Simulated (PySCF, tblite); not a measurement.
# C₆H₁₁BO₃: geometry, infrared bands and NMR shifts

Wanted: the infrared bands and NMR shifts of C₆H₁₁BO₃ (`O[C@H]1C[C@H]([C@@H]2COBO2)C1`), by calculation.

Computed with tblite 0.8.0 and PySCF 2.14.0, with density-fitted response routines of our own, on a single molecule in the gas phase. Atoms are numbered from 0 throughout.

### 1 The molecule as given

21 atoms, charge 0, multiplicity 1; geometry from: force field or distance geometry start.

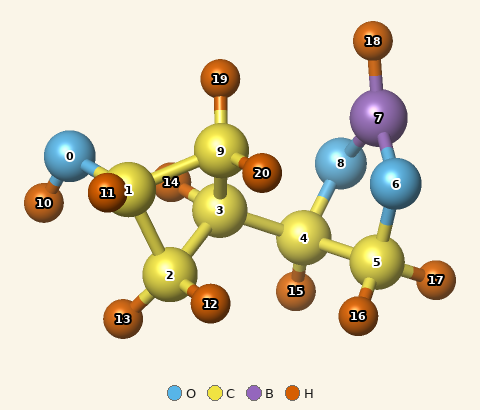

As it starts; oxygen blue, carbon yellow, boron purple, hydrogen orange, atoms numbered; sticks join atoms by distance.

### 2 Relaxing the molecule with GFN2-xTB

Job settings and geometry (Å):

```
{"job": {"kind": "relax", "xc": "GFN2-xTB", "basis": "xTB"}, "charge": 0, "multiplicity": 1}
O      2.644100     0.494400     0.764600
C      1.883700     0.797100    -0.356500
C      1.264200    -0.505100    -0.888000
C      0.378500    -0.373500     0.335900
C     -0.927800    -1.063800     0.375000
C     -1.910200    -0.633200    -0.699300
O     -2.181500     0.667800    -0.377400
B     -2.082900     0.673300     1.087800
O     -1.601500    -0.641900     1.523500
C      0.434400     1.101800     0.078600
H      3.007700    -0.426800     0.744600
H      2.305600     1.457200    -1.104500
H      0.760900    -0.248800    -1.844500
H      1.948900    -1.366000    -0.900000
H      1.008300    -0.599400     1.245700
H     -0.848800    -2.183600     0.395300
H     -1.518800    -0.775500    -1.719600
H     -2.847200    -1.231300    -0.523900
H     -2.032100     1.652600     1.746600
H      0.376700     1.754400     0.963700
H     -0.071200     1.467200    -0.847900
```

Launch:

```bash
$ OMP_NUM_THREADS=1 python probes_run.py task.json out
```

One launch serves the whole session: the jobs run in the order shown.

The program printed:

```text
step      E/eV     max force
  0    -867.80744    3.405
  1    -868.35218    1.487
  2    -868.59331    1.045
  3    -868.73239    1.020
  4    -868.88053    1.055
  5    -868.96552    0.753
  6    -869.03113    0.545
  7    -869.08320    0.550
  8    -869.13489    0.563
  9    -869.18009    0.484
 10    -869.22955    0.520
 11    -869.29098    0.647
 12    -869.37114    0.679
 13    -869.45019    0.609
 14    -869.50192    0.460
 15    -869.53993    0.420
 16    -869.57736    0.454
 17    -869.59620    0.860
 18    -869.62235    0.296
 19    -869.63842    0.231
 20    -869.65886    0.326
 21    -869.67547    0.365
 22    -869.69436    0.351
 23    -869.70995    0.366
 24    -869.72444    0.364
 25    -869.74044    0.324
 26    -869.76058    0.344
 27    -869.77994    0.366
 28    -869.78768    0.790
 29    -869.80347    0.525
 30    -869.81453    0.271
 31    -869.82626    0.153
 32    -869.83594    0.201
 33    -869.84383    0.216
 34    -869.85026    0.160
 35    -869.85572    0.138
 36    -869.85989    0.149
 37    -869.86337    0.161
 38    -869.86681    0.174
 39    -869.87042    0.163
 40    -869.87446    0.152
 41    -869.87848    0.161
 42    -869.88217    0.136
 43    -869.88574    0.148
 44    -869.88960    0.135
 45    -869.89411    0.154
 46    -869.89855    0.155
 47    -869.90204    0.133
 48    -869.90452    0.119
 49    -869.90694    0.106
 50    -869.90988    0.111
 51    -869.91250    0.107
 52    -869.91523    0.100
 53    -869.91756    0.105
 54    -869.91973    0.113
 55    -869.92186    0.105
 56    -869.92411    0.100
 57    -869.92660    0.117
 58    -869.92904    0.161
 59    -869.93127    0.103
 60    -869.93296    0.091
 61    -869.93424    0.072
 62    -869.93524    0.064
 63    -869.93620    0.082
 64    -869.93699    0.067
 65    -869.93784    0.060
 66    -869.93865    0.050
 67    -869.93930    0.040
 68    -869.93973    0.060
 69    -869.94008    0.057
 70    -869.94044    0.061
 71    -869.94086    0.045
 72    -869.94128    0.037
 73    -869.94167    0.061
 74    -869.94207    0.079
 75    -869.94261    0.085
 76    -869.94315    0.051
 77    -869.94363    0.050
 78    -869.94406    0.068
 79    -869.94452    0.081
 80    -869.94500    0.087
 81    -869.94551    0.057
 82    -869.94590    0.048
 83    -869.94622    0.052
 84    -869.94655    0.058
 85    -869.94701    0.071
 86    -869.94758    0.059
 87    -869.94820    0.057
 88    -869.94877    0.053
 89    -869.94947    0.069
 90    -869.95030    0.068
 91    -869.95136    0.077
 92    -869.95221    0.076
 93    -869.95316    0.084
 94    -869.95421    0.078
 95    -869.95596    0.076
 96    -869.95739    0.072
 97    -869.95839    0.070
 98    -869.95904    0.067
 99    -869.95971    0.066
100    -869.96025    0.075
101    -869.96081    0.045
102    -869.96107    0.028
103    -869.96116    0.021
104    -869.96123    0.020
105    -869.96128    0.018
106    -869.96135    0.017
107    -869.96145    0.022
108    -869.96156    0.022
109    -869.96166    0.023
110    -869.96174    0.024
111    -869.96182    0.025
112    -869.96193    0.026
113    -869.96206    0.021
114    -869.96220    0.024
115    -869.96234    0.024
116    -869.96247    0.026
117    -869.96260    0.024
118    -869.96269    0.015
119    -869.96274    0.014
120    -869.96276    0.016
121    -869.96279    0.014
122    -869.96284    0.015
123    -869.96289    0.017
124    -869.96296    0.018
125    -869.96303    0.020
126    -869.96310    0.023
127    -869.96317    0.025
128    -869.96326    0.025
129    -869.96336    0.024
130    -869.96346    0.029
131    -869.96354    0.027
132    -869.96359    0.015
133    -869.96361    0.012
134    -869.96363    0.010
```

Run time: 1.1 s. Hardware: 1 thread of Arm Neoverse V1, shared host; peak memory 0.18 GiB.

The steps of the relaxation: (not every step is listed)

| step | energy from step 0 (eV) | largest force (eV/Å) |
| --- | --- | --- |
| 0 | 0.0000 | 3.4049 |
| 1 | -0.5447 | 1.4869 |
| 2 | -0.7859 | 1.0453 |
| 3 | -0.9249 | 1.0203 |
| 4 | -1.0731 | 1.0551 |
| 5 | -1.1581 | 0.7533 |
| 6 | -1.2237 | 0.5448 |
| 7 | -1.2758 | 0.5500 |
| 8 | -1.3274 | 0.5630 |
| 20 | -1.8514 | 0.3256 |
| 32 | -2.0285 | 0.2011 |
| 44 | -2.0822 | 0.1352 |
| 56 | -2.1167 | 0.1001 |
| 68 | -2.1323 | 0.0603 |
| 80 | -2.1376 | 0.0867 |
| 92 | -2.1448 | 0.0759 |
| 104 | -2.1538 | 0.0200 |
| 116 | -2.1550 | 0.0261 |
| 128 | -2.1558 | 0.0253 |
| 129 | -2.1559 | 0.0244 |
| 130 | -2.1560 | 0.0291 |
| 131 | -2.1561 | 0.0274 |
| 132 | -2.1561 | 0.0154 |
| 133 | -2.1562 | 0.0117 |
| 134 | -2.1562 | 0.0095 |

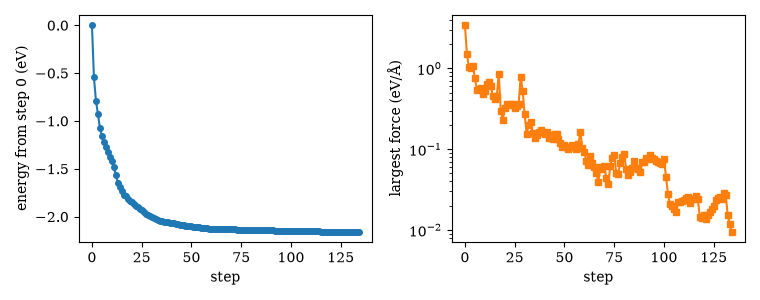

Energy and force, step by step.

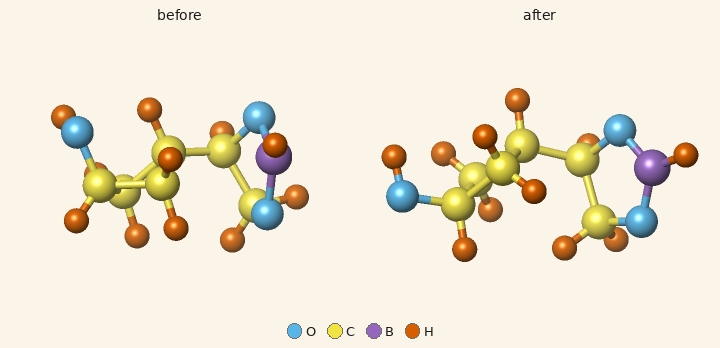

Before and after, at one scale.

Close pairs (by a distance rule), those that changed most:

| bond | before (Å) | after (Å) | change (Å) |
| --- | --- | --- | --- |
| O6–B7 | 1.469 | 1.357 | -0.112 |
| B7–O8 | 1.467 | 1.356 | -0.111 |
| C3–C4 | 1.478 | 1.530 | +0.052 |
| C5–O6 | 1.367 | 1.414 | +0.047 |
| C3–C9 | 1.499 | 1.541 | +0.042 |
| C3–H14 | 1.129 | 1.092 | -0.037 |
| C4–C5 | 1.518 | 1.550 | +0.032 |
| C5–H17 | 1.125 | 1.094 | -0.031 |

The final coordinates are the input of the step that follows.

### 3 Infrared spectrum with GFN2-xTB

Job settings and geometry (Å):

```
{"job": {"kind": "ir", "xc": "GFN2-xTB", "basis": "xTB"}, "charge": 0, "multiplicity": 1}
O      3.080046     0.939458    -0.649461
C      1.729328     0.598415    -0.732181
C      1.374424    -0.899269    -0.578147
C      0.443291    -0.556656     0.600085
C     -1.038890    -0.874626     0.394841
C     -1.692354    -0.214702    -0.846095
O     -2.663794     0.669851    -0.322968
B     -2.682801     0.541195     1.027640
O     -1.784177    -0.363159     1.489836
C      0.844700     0.927099     0.491278
H      3.440643     0.590861     0.174493
H      1.385989     1.043156    -1.668503
H      0.884775    -1.348501    -1.439150
H      2.230675    -1.513250    -0.303070
H      0.738138    -1.014033     1.546774
H     -1.166605    -1.965331     0.376841
H     -0.978693     0.354996    -1.446024
H     -2.194401    -0.947872    -1.484901
H     -3.398586     1.140012     1.717128
H      1.414148     1.291998     1.344766
H      0.025225     1.617301     0.306346
```

The program printed:

```text
mode    cm-1     km/mol
  1      58.3      1.96
  2      78.9      3.25
  3      88.4      1.35
  4     185.0      0.06
  5     243.3      1.18
  6     320.5      3.24
  7     361.8    138.36
  8     389.1     15.04
  9     429.8     23.08
 10     470.0      3.24
 11     526.4      3.38
 12     693.1     13.66
 13     728.5      6.80
 14     749.3     10.63
 15     773.1     80.11
 16     813.5      3.28
 17     851.8      0.50
 18     896.1      2.05
 19     917.4      1.14
 20     974.2      7.18
 21     984.4      3.54
 22     992.1     11.67
 23    1006.3     16.21
 24    1025.4     10.30
 25    1055.0      9.82
 26    1059.6     29.09
 27    1085.8      9.85
 28    1112.7     53.29
 29    1134.9     60.61
 30    1140.6    190.65
 31    1166.3    231.13
 32    1173.7     57.43
 33    1176.8     10.58
 34    1218.7      2.57
 35    1224.6      2.73
 36    1235.3      4.46
 37    1235.6      4.02
 38    1262.1     15.47
 39    1269.0     34.70
 40    1293.4     34.55
 41    1309.5     31.24
 42    1328.5      7.01
 43    1357.7    118.07
 44    1462.0      3.71
 45    1473.7      1.43
 46    1485.7      0.83
 47    2741.0    113.12
 48    2884.7     41.08
 49    2930.0     45.29
 50    2960.9     23.62
 51    2963.5     37.78
 52    2966.6      5.60
 53    3005.1     10.64
 54    3009.2     55.37
 55    3019.6     40.95
 56    3025.8     27.64
 57    3529.9      6.48
```

Wall time 0.83 s (1 thread of Arm Neoverse V1, shared host); peak memory 0.18 GiB.

Which atoms move in the most intense modes:

| cm⁻¹ | km/mol | atoms |
| --- | --- | --- |
| 362 | 138.4 | H10 76 % |
| 773 | 80.1 | H18 67 %, B7 30 % |
| 1135 | 60.6 | B7 19 %, O6 17 % |
| 1141 | 190.7 | C1 16 %, B7 13 % |
| 1166 | 231.1 | B7 40 %, O8 11 % |
| 1174 | 57.4 | H17 14 %, H15 10 % |
| 1358 | 118.1 | H11 48 %, H10 22 %, C1 19 % |
| 2741 | 113.1 | H18 91 % |

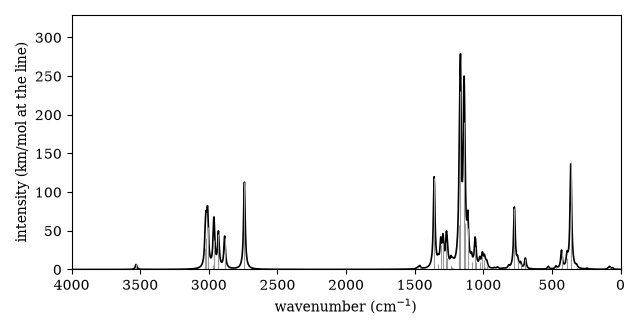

The infrared spectrum from these modes, unscaled. Lines are broadened to a width of 14 cm⁻¹ (Lorentzian).

### 4 Nuclear shieldings: PBE0/pcSseg-1

The job, as its differences from that of step 3:

```diff
@@ -1,2 +1,2 @@
-{"job": {"kind": "ir", "xc": "GFN2-xTB", "basis": "xTB"}, "charge": 0, "multiplicity": 1}
+{"job": {"kind": "nmr", "xc": "PBE0", "basis": "pcSseg-1"}, "charge": 0, "multiplicity": 1}
 O      3.080046     0.939458    -0.649461
```

Method: GIAO PBE0/pcSseg-1 NMR shielding, non-relativistic, gas phase.

The program printed:

```text
coarse grid: 17680 points
cycle   1  E = -484.9655890793  dE =  1.682e+00  |g| = 9.549e-01  |ddm| = 4.121e+00
cycle   2  E = -484.8125872368  dE =  1.530e-01  |g| = 1.348e+00  |ddm| = 1.593e+00
cycle   3  E = -485.1299602693  dE = -3.174e-01  |g| = 1.005e-01  |ddm| = 9.966e-01
cycle   4  E = -485.1316761175  dE = -1.716e-03  |g| = 4.546e-02  |ddm| = 1.103e-01
cycle   5  E = -485.1321568629  dE = -4.807e-04  |g| = 8.177e-03  |ddm| = 4.760e-02
cycle   6  E = -485.1321703355  dE = -1.347e-05  |g| = 2.383e-03  |ddm| = 9.153e-03
cycle   7  E = -485.1321713560  dE = -1.021e-06  |g| = 7.014e-04  |ddm| = 2.018e-03
final grid: 171176 points
cycle   8  E = -485.2267393044  dE = -8.651e-05  |g| = 1.438e-02  |ddm| = 4.735e-02
cycle   9  E = -485.2266960172  dE =  4.329e-05  |g| = 2.111e-02  |ddm| = 2.348e-02
cycle  10  E = -485.2267798054  dE = -8.379e-05  |g| = 1.222e-03  |ddm| = 1.440e-02
cycle  11  E = -485.2267801111  dE = -3.057e-07  |g| = 3.362e-04  |ddm| = 1.395e-03
cycle  12  E = -485.2267801329  dE = -2.179e-08  |g| = 8.701e-05  |ddm| = 3.544e-04
cycle  13  E = -485.2267801345  dE = -1.601e-09  |g| = 2.375e-05  |ddm| = 1.190e-04
cycle  14  E = -485.2267801346  dE = -1.016e-10  |g| = 9.175e-06  |ddm| = 2.661e-05
converged SCF energy = -485.2267801346

GIAO shielding tensors (ppm)
atom      isotropic    diamagn.    paramagn.     s11        s22        s33       span
  0 O      247.537     385.400    -137.863    229.761    254.659    258.193     28.432
  1 C      118.927     250.895    -131.969     90.738    111.935    154.107     63.370
  2 C      151.347     251.673    -100.326    126.487    149.976    177.578     51.092
  3 C      155.178     249.640     -94.462    143.097    156.948    165.489     22.392
  4 C      105.523     248.177    -142.654     72.123     93.582    150.863     78.740
  5 C      117.036     251.754    -134.717     84.867    104.100    162.142     77.275
  6 O      195.696     391.853    -196.157     59.354    253.393    274.343    214.989
  7 B       73.249     199.345    -126.096     64.178     70.337     85.232     21.054
  8 O      170.603     393.995    -223.392     52.403    209.726    249.680    197.277
  9 C      151.881     249.884     -98.003    126.426    149.235    179.981     53.555
 10 H       31.221      32.116      -0.896     23.318     30.611     39.733     16.415
 11 H       27.651      30.853      -3.202     22.849     29.724     30.379      7.530
 12 H       29.785      32.090      -2.305     26.355     29.055     33.945      7.590
 13 H       29.866      31.610      -1.744     26.673     27.817     35.106      8.433
 14 H       28.949      32.844      -3.896     23.898     29.041     33.907     10.009
 15 H       27.041      31.904      -4.864     23.888     25.978     31.256      7.368
 16 H       27.596      32.995      -5.399     23.593     27.773     31.422      7.829
 17 H       27.215      30.171      -2.956     22.690     26.434     32.522      9.832
 18 H       27.788      29.377      -1.589     25.263     26.000     32.101      6.838
 19 H       29.911      31.927      -2.016     26.716     28.178     34.839      8.124
 20 H       29.456      32.492      -3.036     25.690     30.297     32.380      6.691
```

Run time: 77 s. Hardware: 1 thread of Arm Neoverse V1, shared host; peak memory 1.1 GiB.

The references, computed at this level on geometries of the same kind, shield at (ppm): 1H TMS 31.72, 13C TMS 186.9, 17O H2O 336.1, 11B BF3·OEt2 100.1. Their shielding less the atom's gives the shift. The references are single molecules in the gas phase, so shifts against H2O, NH3, PH3, H3PO4 or CFCl3 are not on the usual liquid scales and can be off by tens of ppm.

| atoms | environment | σ (ppm) | δ (ppm) | δ scaled to CDCl3 |
| --- | --- | --- | --- | --- |
| C4 | sp3 CH bonded to O | 105.5 | 81.4 | 77.5 |
| C5 | sp3 CH2 bonded to O | 117.0 | 69.9 | 66.3 |
| C1 | sp3 CH bonded to O | 118.9 | 68.0 | 64.5 |
| C2 | sp3 CH2 in a ring | 151.3 | 35.6 | 32.8 |
| C9 | sp3 CH2 in a ring | 151.9 | 35.0 | 32.3 |
| C3 | sp3 CH in a ring | 155.2 | 31.7 | 29.1 |
| H15 | hydrogen on an sp3 CH bonded to O | 27.04 | 4.68 | 4.51 |
| H17 | hydrogen on an sp3 CH2 bonded to O | 27.22 | 4.50 | 4.35 |
| H16 | hydrogen on an sp3 CH2 bonded to O | 27.60 | 4.12 | 3.99 |
| H11 | hydrogen on an sp3 CH bonded to O | 27.65 | 4.07 | 3.94 |
| H18 | hydrogen on a boron bonded to 2 O, in a 5-membered ring | 27.79 | 3.93 | – |
| H14 | hydrogen on an sp3 CH in a ring | 28.95 | 2.77 | 2.72 |
| H20 | hydrogen on an sp3 CH2 in a ring | 29.46 | 2.26 | 2.24 |
| H12 | hydrogen on an sp3 CH2 in a ring | 29.79 | 1.93 | 1.93 |
| H13 | hydrogen on an sp3 CH2 in a ring | 29.87 | 1.85 | 1.85 |
| H19 | hydrogen on an sp3 CH2 in a ring | 29.91 | 1.81 | 1.81 |
| H10 | hydrogen on an alcohol oxygen | 31.22 | 0.50 | – |
| O8 | oxygen bonded to C, B, in a 5-membered ring | 170.6 | 165.5 | – |
| O6 | oxygen bonded to C, B, in a 5-membered ring | 195.7 | 140.4 | – |
| O0 | alcohol oxygen | 247.5 | 88.5 | – |
| B7 | boron bonded to 2 O, H, in a 5-membered ring | 73.2 | 26.8 | – |

The scaled column applies a straight-line fit of computed shieldings to shifts measured in CDCl3 (root-mean-square error 0.16 ppm for H, 1.9 ppm for C).

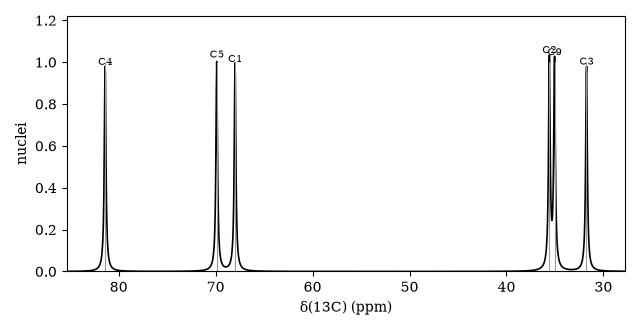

13C lines at the computed shifts, without couplings. Lines are broadened to a width of 0.20 ppm (Lorentzian).

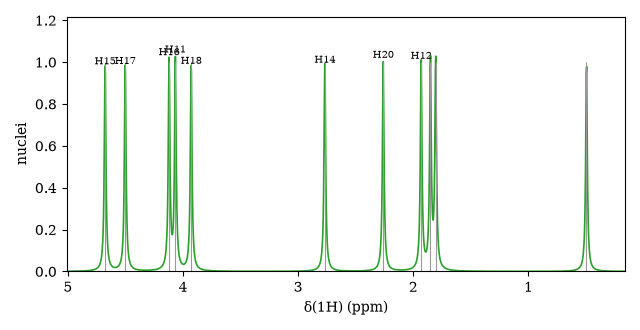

1H lines at the computed shifts, without couplings. Lines are broadened to a width of 0.02 ppm (Lorentzian).

Charges from the same density, by scheme (e):

| atoms | Mulliken | IAO | Hirshfeld | ESP fit |
| --- | --- | --- | --- | --- |
| O0 | -0.43 | -0.53 | -0.23 | -0.72 |
| C1 | 0.01 | 0.10 | 0.05 | 0.54 |
| C2 | -0.10 | -0.31 | -0.08 | -0.43 |
| C3 | -0.32 | -0.12 | -0.04 | 0.03 |
| C4 | 0.04 | 0.07 | 0.05 | 0.24 |
| C5 | 0.08 | -0.08 | 0.01 | 0.38 |
| O6 | -0.49 | -0.40 | -0.19 | -0.57 |
| B7 | 0.48 | 0.36 | 0.21 | 0.65 |
| O8 | -0.48 | -0.41 | -0.18 | -0.55 |
| C9 | -0.12 | -0.30 | -0.08 | -0.52 |

Hirshfeld charges:

O0 -0.23; C1 0.05; C2 -0.08; C3 -0.04; C4 0.05; C5 0.01; O6 -0.19; B7 0.21; O8 -0.18; C9 -0.08; H10 0.16; H11 0.04; H12 0.04; H13 0.04; H14 0.04; H15 0.04; H16 0.04; H17 0.05; H18 -0.05; H19 0.04; H20 0.04

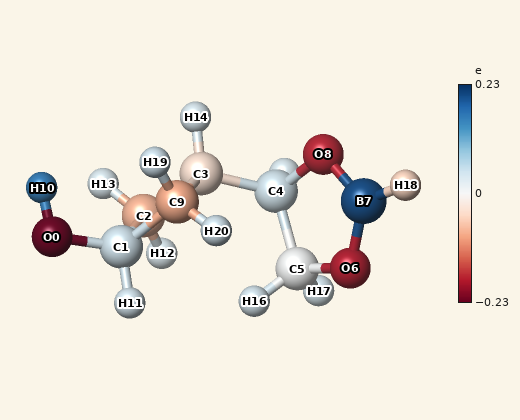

Hirshfeld charges, as colours on the atoms.

Mayer bond orders: O0–C1 0.95, C1–C2 1.00, C2–C3 1.00, C3–C4 1.00, C4–C5 1.03, C5–O6 0.88, O6–B7 1.15, B7–O8 1.16, C3–C9 1.01, C9–C1 1.00, O8–C4 0.88.

Ring of atoms C1, C2, C3, C9: NICS(0) -0.1, NICS(1) -1.0, NICS(1)zz 1.5 ppm (means of both faces; NICS(1) differs between them: -2.1 and 0.2).

Ring of atoms C4, C5, O6, B7, O8: NICS(0) -6.2, NICS(1) -2.9, NICS(1)zz -6.4 ppm (means of both faces).

### 5 Results

```
                                   quantity                                                                 value
  strongest single infrared mode (GFN2-xTB)                                                 1166 cm⁻¹, 231 km/mol
               zero-point energy (GFN2-xTB)                                                        107.0 kcal/mol
     13C shifts against TMS (PBE0/pcSseg-1)                                81.4, 69.9, 68.0, 35.6, 35.0, 31.7 ppm
      1H shifts against TMS (PBE0/pcSseg-1)  4.68, 4.50, 4.12, 4.07, 3.93, 2.77, 2.26, 1.93, 1.85, 1.81, 0.50 ppm
     17O shifts against H2O (PBE0/pcSseg-1)                                                165.5, 140.4, 88.5 ppm
11B shifts against BF3·OEt2 (PBE0/pcSseg-1)                                                              26.8 ppm
```

What this shows: Relaxing lowered the energy by 2.156 eV in 134 steps; the close pair that moved most is O6–B7, from 1.469 to 1.357 Å. No mode is imaginary among the 57: a minimum at this level. The strongest single mode, at 1166 cm⁻¹, is spread over many atoms; the largest shares are those of B7, O8. GFN2-xTB is a fitted tight-binding method: band positions and strengths are rough. Its intensities can rank the bands wrongly. At PBE0/pcSseg-1: The largest span, 215 ppm, is at O6, where the paramagnetic term is -196 ppm.
